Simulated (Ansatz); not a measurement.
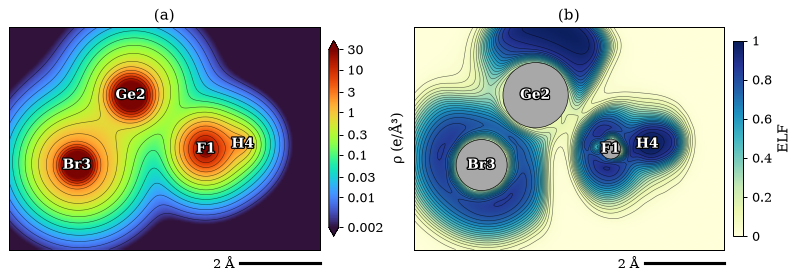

The picture shows: BrFGeH (charge +1). (a) electron density; (b) electron localisation function on the molecular plane. Grey discs cover the atomic cores in the ELF map.

Geometry: PBE0-D4/def2-TZVP; at this geometry the atoms fall into two loosely joined parts.

All numbers below come from RKS PBE0-D4/def2-TZVPP in Ansatz 0.2.0.

Question: What do the fields say about this system?

Answer: The plane passes through F, Ge, Br and H nuclei. Ge–Br (2.22 Å): ρ at the midpoint is about 0.8 e/Å³; the ELF peaks at about 0.75 in the valence shell of Br, 1.0 Å from its nucleus, and is about 0.70 at the midpoint. F–H (0.93 Å): ρ is about 4.7 e/Å³ halfway; the ELF climbs to about 1 towards the hydrogen, as it does in any bond to H: a covalent bond by its length. The ELF also peaks beside Br3 and F1, away from the bonds: lone-pair regions.
